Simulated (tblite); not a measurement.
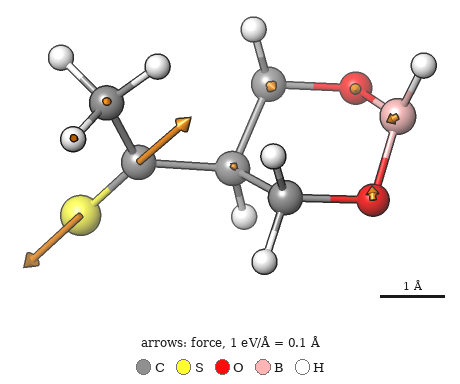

Starting geometry of C₅H₈BO₂S (multiplicity 2) with the computed forces as orange arrows. The picture is a ball-and-stick view, seen face on.

All numbers below come from tblite, GFN2-xTB geometry optimisation, gas phase. 

### Is this structure relaxed? If not, where do the atoms go?

It isn't relaxed: the largest force vector, on the S atom, is 14.30 eV/Å. The final displacements have little in common with the starting forces (cosine between the two patterns 0.13). The energy falls by 74.7 kcal/mol in 111 geometry steps. The atom that moves furthest after the best rigid fit is an H atom (1.18 Å). By element the largest moves are H 1.18 Å, O 0.95 Å, S 0.67 Å, C 0.42 Å, B 0.10 Å. Some distances before and after: C–S 1.431 → 1.628 Å, B–O 1.473 → 1.348 Å, B–O 1.472 → 1.369 Å, C–O 1.408 → 1.338 Å. Bond angles that change, for instance: C–O–B 107.0° → 120.5°, B–O–C 107.6° → 120.7°, C–C–H 113.6° → 123.8°. Groups turn about C–C by about 30°, C–C by about 25°. Cost: 0.67 s on 1 thread of Arm Neoverse V2, on a shared host.
